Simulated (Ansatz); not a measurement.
Reaction (SMILES): [F][Ge] (F-Ge) → F atom + Ge atom
B3LYP-D3(BJ)/def2-TZVP geometries, fixed; electronic energies without zero-point terms.
Largest species:
```
F
Ge 1 1.7699
```
Charge 0, spin multiplicity 2.

Basis-set convergence of the atomisation energy at PBE with Ansatz (a first-principles code). Cartesian d functions, on some or all atoms, in 3-21G, 6-31G**; all else is spherical. The program fits the integrals of some runs and decomposes those of others, by size. Open shells are unrestricted. No added dispersion term, no relativity. Functions are those of the species that has most. Reference: the value in aug-cc-pV5Z, 129.96 kcal/mol, itself unsure by roughly 0.15 kcal/mol (its mean distance from pcseg-4, aug-pcseg-3, aug-cc-pVQZ). Deviations are taken from unrounded values.

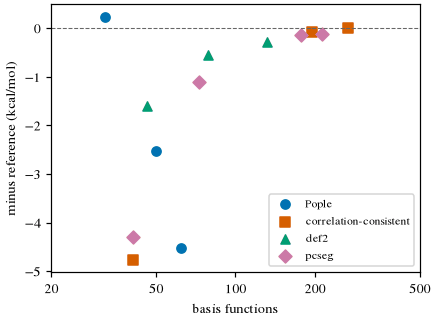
*Deviation from the reference against the number of basis functions, by family of sets.*

```json
[
 {"basis": "3-21G", "functions": "32", "atomisation energy (kcal/mol)": "130.20", "minus reference (kcal/mol)": "0.23"},
 {"basis": "cc-pVDZ", "functions": "41", "atomisation energy (kcal/mol)": "125.19", "minus reference (kcal/mol)": "-4.77"},
 {"basis": "pcseg-1", "functions": "41", "atomisation energy (kcal/mol)": "125.67", "minus reference (kcal/mol)": "-4.29"},
 {"basis": "def2-SVP", "functions": "46", "atomisation energy (kcal/mol)": "128.37", "minus reference (kcal/mol)": "-1.60"},
 {"basis": "6-31G**", "functions": "50", "atomisation energy (kcal/mol)": "127.44", "minus reference (kcal/mol)": "-2.53"},
 {"basis": "6-311G**", "functions": "62", "atomisation energy (kcal/mol)": "125.44", "minus reference (kcal/mol)": "-4.53"},
 {"basis": "pcseg-2", "functions": "73", "atomisation energy (kcal/mol)": "128.85", "minus reference (kcal/mol)": "-1.12"},
 {"basis": "def2-TZVPP", "functions": "79", "atomisation energy (kcal/mol)": "129.41", "minus reference (kcal/mol)": "-0.55"},
 {"basis": "def2-QZVP", "functions": "132", "atomisation energy (kcal/mol)": "129.67", "minus reference (kcal/mol)": "-0.30"},
 {"basis": "aug-pcseg-3", "functions": "178", "atomisation energy (kcal/mol)": "129.82", "minus reference (kcal/mol)": "-0.14"},
 {"basis": "cc-pV5Z", "functions": "195", "atomisation energy (kcal/mol)": "129.88", "minus reference (kcal/mol)": "-0.09"},
 {"basis": "pcseg-4", "functions": "212", "atomisation energy (kcal/mol)": "129.84", "minus reference (kcal/mol)": "-0.13"},
 {"basis": "aug-cc-pV5Z", "functions": "267", "atomisation energy (kcal/mol)": "129.96", "minus reference (kcal/mol)": "0.00"}
]
```
